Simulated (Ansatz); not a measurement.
CH₃FGa (SMILES F[CH2][GaH+]) (charge +1)

Input

```
basis:
  gaussian: {orbitals: def2-TZVPD}
crystal:
  periodic: [false, false, false]
  atoms:
    - symbol: C
      position_ang: [-1.089528, 0.416775, 0.171447]
    - symbol: F
      position_ang: [-0.558757, 1.574690, 0.668100]
    - symbol: Ga
      position_ang: [0.503200, -0.692571, -0.212829]
    - symbol: H
      position_ang: [-1.656449, 0.612838, -0.747930]
    - symbol: H
      position_ang: [-1.729099, -0.069150, 0.919726]
    - symbol: H
      position_ang: [1.806263, -1.463502, -0.471324]
total_charge: 1
hamiltonian: {xc: {name: PBE0}}
output: {forces: true, orbitals: {seedname: orbitals}}
```

Run with:

```sh
ansatz run input.yaml --threads 1 --pin off --max-ram 2610MiB --events-out events.jsonl --progress --plain --runs-dir runs
```

Geometry: PBE0-D3(BJ)/pcseg-1.

Computed with isolated molecule in a Gaussian basis; Kohn-Sham density functional theory, functional PBE0 (Ansatz).

### What can the converged electron density and electron localisation function tell about the bonding?

C–F (1.37 Å): the density is about 2.2 e/Å³ at the midpoint, with its minimum of 1.7 e/Å³ about 0.5 Å from C; the ELF peaks at about 0.85 between the atoms, as expected for a polar covalent bond.
C–Ga (1.98 Å): ρ is about 0.81 e/Å³ halfway; the ELF peaks at about 0.90 in the valence shell of C, 0.7 Å from its nucleus, and is about 0.65 at the midpoint.
Ga–H (1.54 Å): ρ is about 1.1 e/Å³ halfway; the ELF climbs to about 1 towards the hydrogen.

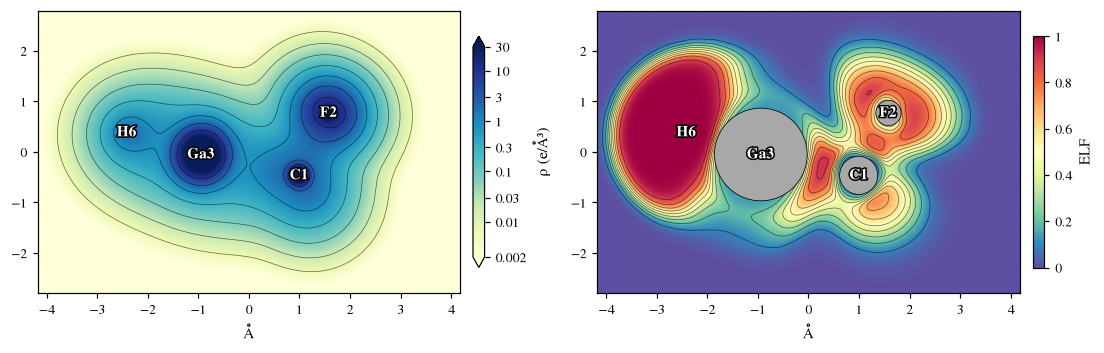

Computed electron density and electron localisation function on the plane of atoms F2, C1 and Ga3, in this order. Grey discs cover the atomic cores in the ELF map. 
